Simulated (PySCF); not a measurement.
# One shape, several levels: NH3 (ammonia)

Wanted: a comparison of 6 runs (HF/6-31+G*, B3LYP/6-31G*, PBE0/def2-SVP, PBE0/def2-SVPD, MP2/6-311G**, MP2/pcseg-2) of NH3 (ammonia). Input form: a Python script.

The results are computed with PySCF 2.14.0.

### 1 Starting point

The species is NH3 (4 atoms), meant as a singlet with charge 0. As SMILES, `N`. Geometry: relaxed at GFN2-xTB.

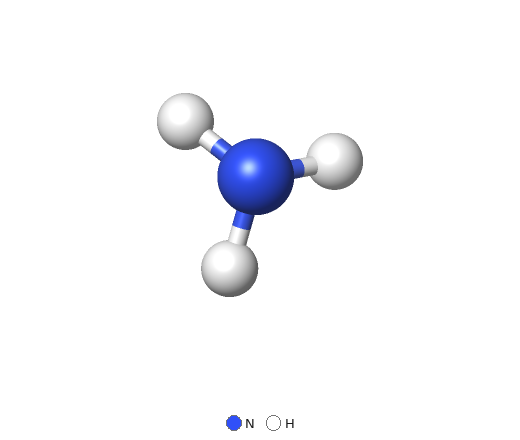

Viewed from a chosen angle; nitrogen blue, hydrogen white.

### 2 Energy and gradient at HF/6-31+G(d) (spherical functions) (run 1)

File job.py:

```python
import pyscf.grad
from pyscf import gto

mol = gto.Mole()
mol.atom = 'N -0.068160 0.242830 0.108060; H 0.491930 -0.300470 0.753380; H -0.891960 -0.300620 -0.118350; H 0.468190 0.358250 -0.743090'
mol.basis = '6-31+g*'
mol.max_memory = 1860
mol.verbose = 3
mol.build()

mf = mol.RHF()
mf.conv_tol = 1e-10
mf.kernel()
if not mf.converged:
    mf = mf.newton().run(mf.mo_coeff, mf.mo_occ)

e_tot = mf.e_tot
print('E(%s) = %.9f' % ('HF', e_tot))
grad = mf.Gradients().kernel()
mf.analyze()
```

On the command line:

```
$ OMP_NUM_THREADS=1 python job.py
```

Output:

```text
converged SCF energy = -56.1886935800208
E(HF) = -56.188693580
--------------- RHF gradients ---------------
         x                y                z
0 N    -0.0025359551     0.0086133559     0.0039260946
1 H     0.0052265952    -0.0049076215     0.0060449986
2 H    -0.0076978269    -0.0048950371    -0.0020704164
3 H     0.0050071868     0.0011893028    -0.0079006767
----------------------------------------------
**** MO energy ****
MO #1   energy= -15.5465103933536  occ= 2
MO #2   energy= -1.14423118385928  occ= 2
MO #3   energy= -0.634390306705714 occ= 2
MO #4   energy= -0.634260397049555 occ= 2
MO #5   energy= -0.424622414150332 occ= 2
MO #6   energy= 0.114958412802499  occ= 0
MO #7   energy= 0.169729925996798  occ= 0
MO #8   energy= 0.169748703026143  occ= 0
MO #9   energy= 0.205048079094806  occ= 0
MO #10  energy= 0.351534295086274  occ= 0
MO #11  energy= 0.351619684024363  occ= 0
MO #12  energy= 0.396159256439613  occ= 0
MO #13  energy= 1.07893693245604   occ= 0
MO #14  energy= 1.07896363264372   occ= 0
MO #15  energy= 1.148328589426     occ= 0
MO #16  energy= 1.23626048568444   occ= 0
MO #17  energy= 1.23645659254505   occ= 0
MO #18  energy= 1.3799450964033    occ= 0
MO #19  energy= 1.48287637622486   occ= 0
MO #20  energy= 1.9551446238797    occ= 0
MO #21  energy= 1.95520190694884   occ= 0
MO #22  energy= 2.27774132021809   occ= 0
MO #23  energy= 2.80528789216577   occ= 0
MO #24  energy= 2.80531222283407   occ= 0
 ** Mulliken atomic charges  **
charge of    0N =     -0.62384
charge of    1H =      0.20795
charge of    2H =      0.20797
charge of    3H =      0.20792
Dipole moment(X, Y, Z, Debye):  0.46749, -1.66698, -0.74150
```

Run time: 2.2 s. Hardware: 1 thread of Intel Xeon at 2.50GHz (Skylake/Cascade Lake), shared host; peak memory 0.12 GiB.

### 3 Energy and forces at B3LYP/6-31G(d) (spherical functions) (run 2)

File calc.py:

```python
from pyscf import gto, dft

mol = gto.Mole()
mol.atom = [
    ('N', (-0.068160, 0.242830, 0.108060)),
    ('H', (0.491930, -0.300470, 0.753380)),
    ('H', (-0.891960, -0.300620, -0.118350)),
    ('H', (0.468190, 0.358250, -0.743090)),
]
mol.basis = '6-31g*'
mol.verbose = 4
mol.spin = 0
mol.charge = 0
mol.max_memory = 1860
mol.build()

ks = dft.RKS(mol, xc='b3lyp')
ks.conv_tol = 1e-10
ks.grids.level = 5
ks.kernel()
if not ks.converged:
    ks = ks.newton().run(ks.mo_coeff, ks.mo_occ)

e_final = ks.e_tot
print(f'total energy: {e_final:.8f} hartree')
grad = ks.nuc_grad_method().kernel()
ks.analyze()
```

On the command line:

```
$ OMP_NUM_THREADS=1 python calc.py
```

Output:

```text
PySCF version 2.14.0

[... 81 lines left out ...]
Nuclear Repulsion Energy =              11.945306876072612
[... 3 lines left out ...]
DFT Exchange-Correlation Energy =       -8.047828976902847
[... 5 lines left out ...]
MO #4   energy= -0.455714896364012 occ= 2
[... 3 lines left out ...]
MO #8   energy= 0.171312838733888  occ= 0
[... 3 lines left out ...]
MO #12  energy= 0.918968461033131  occ= 0
[... 3 lines left out ...]
MO #16  energy= 1.67645708588773   occ= 0
[... 3 lines left out ...]
MO #20  energy= 2.40934225378454   occ= 0
[... 27 lines left out ...]
Dipole moment(X, Y, Z, Debye):  0.44686, -1.59362, -0.70882
```

It took 5.7 s on 1 thread of Intel Xeon at 2.50GHz (Skylake/Cascade Lake), shared host; peak memory 0.28 GiB.

Runs 3 to 5 aren't shown in full; the table further down has their settings and results.

### 4 Energy and gradient at MP2/pcseg-2 (run 6)

File job.py:

```python
from pyscf import gto, mp

system = gto.M(
    atom=[
    ('N', (-0.068160, 0.242830, 0.108060)),
    ('H', (0.491930, -0.300470, 0.753380)),
    ('H', (-0.891960, -0.300620, -0.118350)),
    ('H', (0.468190, 0.358250, -0.743090)),
],
    charge=0,
    verbose=4,
    basis='pcseg-2',
    max_memory=1860,
)

mf = system.RHF()
mf.conv_tol = 1e-10
mf.kernel()
if not mf.converged:
    mf = mf.newton().run(mf.mo_coeff, mf.mo_occ)

pt = mp.MP2(mf, frozen=1).run()
e_tot = pt.e_tot
print('E(%s) = %.9f' % ('MP2', e_tot))
grad = pt.nuc_grad_method().kernel()
mf.analyze()
```

On the command line:

```
$ OMP_NUM_THREADS=1 python job.py
```

Output:

```text
PySCF version 2.14.0

[... 83 lines left out ...]
MO #2   energy= -1.1390606394991   occ= 2
[... 9 lines left out ...]
MO #12  energy= 0.523498780759359  occ= 0
[... 9 lines left out ...]
MO #22  energy= 1.37003530102601   occ= 0
[... 9 lines left out ...]
MO #32  energy= 2.22274160544866   occ= 0
[... 9 lines left out ...]
MO #42  energy= 4.02205964139144   occ= 0
[... 9 lines left out ...]
MO #52  energy= 4.94364669091942   occ= 0
[... 9 lines left out ...]
MO #62  energy= 5.84600343244182   occ= 0
[... 9 lines left out ...]
MO #72  energy= 7.07332353188838   occ= 0
[... 79 lines left out ...]
Dipole moment(X, Y, Z, Debye):  0.40910, -1.45879, -0.64889
```

Run time: 9.9 s. Hardware: 1 thread of Intel Xeon at 2.50GHz (Skylake/Cascade Lake), shared host; peak memory 0.45 GiB.

### 5 All runs side by side

| run | level | integration grid | frozen core orbitals | energy (Eh) | dipole moment (D) of the reference | HOMO energy (eV) | LUMO energy (eV) | wall time |
| --- | --- | --- | --- | --- | --- | --- | --- | --- |
| 1 | HF/6-31+G* (spherical functions) | – | – | -56.188694 | 1.88 | -11.55 | 3.13 | 2.2 s |
| 2 | B3LYP/6-31G* (spherical functions) | 5 | – | -56.546466 | 1.80 | -6.71 | 2.26 | 5.7 s |
| 3 | PBE0/def2-SVP | 5 | – | -56.440419 | 1.67 | -7.04 | 1.95 | 6.6 s |
| 4 | PBE0/def2-SVPD | 5 | – | -56.453431 | 1.51 | -7.62 | 1.01 | 8.1 s |
| 5 | MP2/6-311G** | – | 1 | -56.408619 | 1.71 | -11.42 | 4.27 | 2.9 s |
| 6 | MP2/pcseg-2 | – | 1 | -56.451652 | 1.65 | -11.59 | 2.67 | 9.9 s |

### 6 Results

| quantity | value |
| --- | --- |
| run 6: total energy | -56.45165 Eh |
| run 6: dipole moment (Hartree–Fock density) | 1.65 D |
| run 6: HOMO energy (Hartree–Fock orbitals) | -11.59 eV |
| run 6: LUMO energy (Hartree–Fock orbitals) | 2.67 eV |
| run 6: HOMO–LUMO gap (Hartree–Fock orbitals) | 14.26 eV |
| run 6: correlation energy (1 core orbital frozen) | -232.9 mEh |
| run 6: largest force on an atom | 0.205 eV/Å |

Over runs 1, 2, 3, 4 the dipole moment (its size) runs from 1.51 D (PBE0/def2-SVPD) to 1.88 D (HF/6-31+G*). The two ends differ in method and basis. Over runs 1, 2, 3, 4 the HOMO–LUMO gap runs from 8.64 eV (PBE0/def2-SVPD) to 14.68 eV (HF/6-31+G*). Totals of different functionals can't be ranked against each other. All runs together took 35 s, the longest 9.9 s.
